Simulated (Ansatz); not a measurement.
RbGaAsO4

```cif
data_structure
_symmetry_space_group_name_H-M 'P 1'
_symmetry_Int_Tables_number 1
_cell_length_a 8.4699
_cell_length_b 8.4699
_cell_length_c 8.4699
_cell_angle_alpha 90.000
_cell_angle_beta 90.000
_cell_angle_gamma 90.000
_cell_volume 607.62
loop_
_atom_site_label
_atom_site_type_symbol
_atom_site_fract_x
_atom_site_fract_y
_atom_site_fract_z
_atom_site_occupancy
Rb1 Rb 0.50000 0.50000 0.00000 1
Rb2 Rb 0.00000 0.50000 0.50000 1
Rb3 Rb 0.00000 0.00000 0.00000 1
Rb4 Rb 0.50000 0.00000 0.50000 1
Ga1 Ga 0.75000 0.75000 0.25000 1
Ga2 Ga 0.25000 0.75000 0.75000 1
Ga3 Ga 0.25000 0.25000 0.25000 1
Ga4 Ga 0.75000 0.25000 0.75000 1
As1 As 0.00000 0.50000 0.00000 1
As2 As 0.50000 0.50000 0.50000 1
As3 As 0.50000 0.00000 0.00000 1
As4 As 0.00000 0.00000 0.50000 1
O1 O 0.62177 0.62177 0.37823 1
O2 O 0.12177 0.62177 0.87823 1
O3 O 0.12177 0.12177 0.37823 1
O4 O 0.62177 0.12177 0.87823 1
O5 O 0.87823 0.62177 0.12177 1
O6 O 0.37823 0.62177 0.62177 1
O7 O 0.37823 0.12177 0.12177 1
O8 O 0.87823 0.12177 0.62177 1
O9 O 0.87823 0.87823 0.37823 1
O10 O 0.37823 0.87823 0.87823 1
O11 O 0.37823 0.37823 0.37823 1
O12 O 0.87823 0.37823 0.87823 1
O13 O 0.62177 0.87823 0.12177 1
O14 O 0.12177 0.87823 0.62177 1
O15 O 0.12177 0.37823 0.12177 1
O16 O 0.62177 0.37823 0.62177 1
```

Space group F-43m; a structure generated by program, which may or may not match a known phase; computed without spin polarisation.

Theory: Ansatz 0.2.0, DFT PBE, scalar-relativistic, plane waves, PAW.

**What will maps of the valence pseudo-density and electron localisation function show?**

As–O (1.79 Å): ρ at the midpoint is about 1.1 e/Å³; the ELF peaks at about 0.75 in the valence shell of O, 0.6 Å from its nucleus, and is about 0.55 at the midpoint.
Ga–O (1.88 Å): ρ at the midpoint is about 0.71 e/Å³; the ELF peaks at about 0.75 in the valence shell of O, 0.6 Å from its nucleus, and is about 0.30 at the midpoint.
Rb–O (3.52 Å): ρ is about 0.03 e/Å³ halfway; the ELF is about 0 at the midpoint: no localised pair shows between them.
Bader's partition of the density gives Rb +0.89, Ga +1.74, As +2.33 and O −1.24 e.

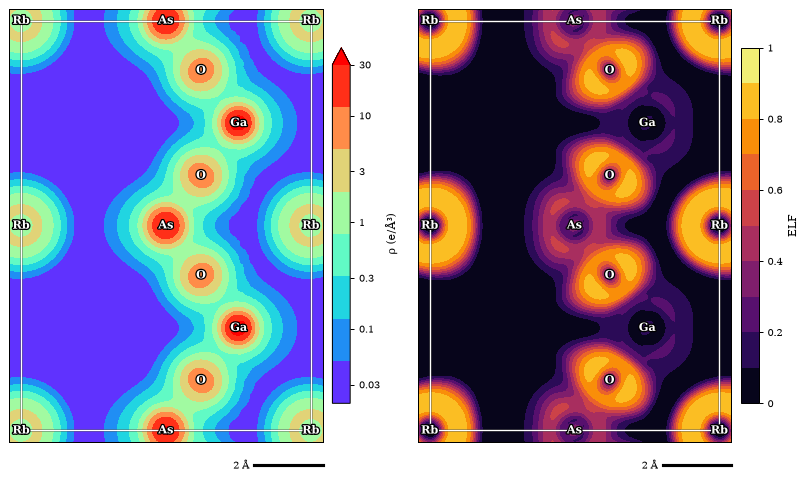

Computed valence pseudo-density and electron localisation function on the (110) plane of the conventional cell, in this order. 

Core electrons are frozen (PAW), and the valence fields are smoothed inside the atomic spheres.
